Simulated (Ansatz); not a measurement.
FHNSi2 (SMILES F[SiH]=[N+]=[Si]) (charge +1)

Input

```
crystal:
  periodic: [false, false, false]
  atoms:
    - {symbol: F, position_ang: [0.938137, 1.164236, -0.906882]}
    - {symbol: "N", position_ang: [-0.615712, -0.220300, 0.935669]}
    - {symbol: Si, position_ang: [0.068143, -0.095762, -0.524644]}
    - {symbol: Si, position_ang: [-1.282722, -0.307621, 2.405627]}
    - {symbol: H, position_ang: [-0.019587, -1.067952, -1.618170]}
basis:
  gaussian: {orbitals: def2-TZVPD}
total_charge: 1
hamiltonian: {xc: {name: PBE0}}
output: {forces: true, orbitals: {seedname: orbitals}}
```

Run with:

```sh
ansatz run input.yaml --threads 1 --pin off --max-ram 2610MiB --events-out events.jsonl --progress --plain --runs-dir runs
```

Geometry: PBE0-D3(BJ)/def2-SVP.

Computed with isolated molecule in a Gaussian basis; Kohn-Sham density functional theory, functional PBE0 in Ansatz 0.2.0.

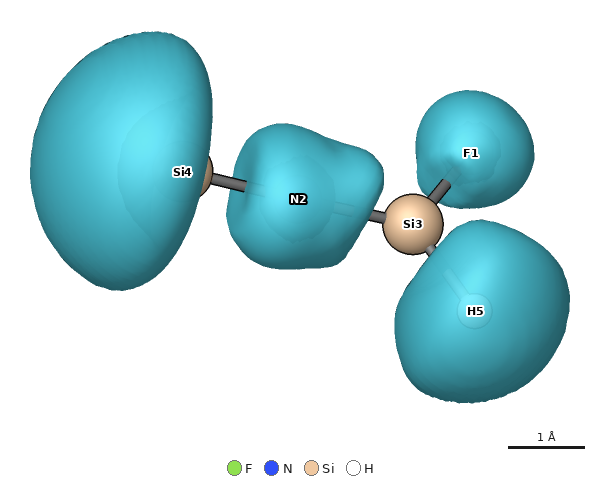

Figure 1. Isosurface of the ELF at 0.75 (cyan), seen at a tilt. Core shells and regions of very low density are left out.

> Identify the bonds, lone pairs and shells in this picture.

The surface consists of one region around a hydrogen nucleus, one lobe on Si, pointing away from the bonds (lone pairs), one region wrapped around F (its lone pairs, merged into a ring or cap) and one region wrapped around N (its valence shell).


Si–F (1.58 Å): the ELF peaks at about 0.85 in the valence shell of F, 0.6 Å from its nucleus, and is about 0.55 at the midpoint. Si–N (1.62 Å): the ELF peaks at about 0.85 between the atoms (a polar covalent bond).

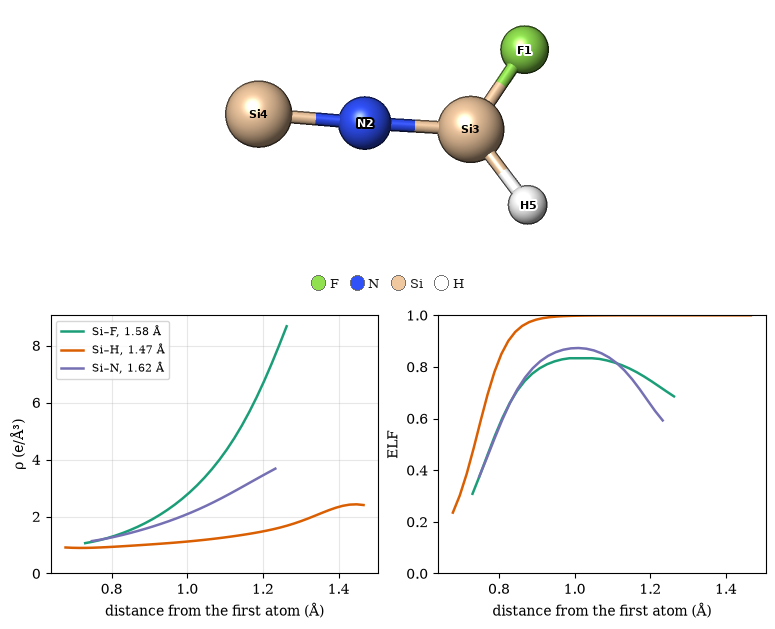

Figure 2. Electron density and electron localisation function along straight lines between neighbouring atoms. The curves leave out the atomic cores. The structure is drawn too.

> What can be read from the curves?

Si–F (1.58 Å): ρ at the midpoint is about 1.2 e/Å³; the ELF peaks at about 0.85 in the valence shell of F, 0.6 Å from its nucleus, and is about 0.55 at the midpoint.
Si–H (1.47 Å): ρ is about 0.9 e/Å³ halfway; the ELF climbs to about 1 towards the hydrogen, as it does in any bond to H.
Si–N (1.62 Å): the density is about 1.3 e/Å³ at the midpoint; the ELF peaks at about 0.85 between the atoms, as expected for a polar covalent bond.

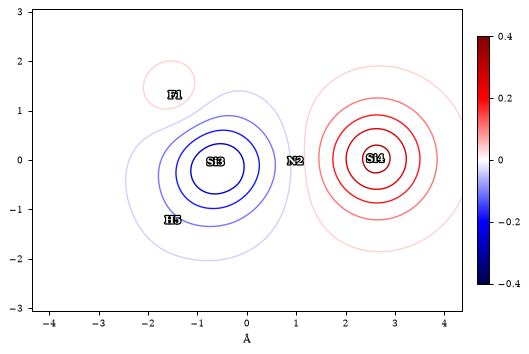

Figure 3. The LUMO on a plane 0.8 Å above the molecular plane (values in Å⁻³ᐟ²; the overall sign is arbitrary).

> Describe this orbital and give its energy.

By Hirshfeld shares it lies mainly on Si4 (about 50 %), Si3 (about 35 %) and N2 (about 5 %); it changes sign across the molecular plane (π type). Its energy is −8.06 eV.
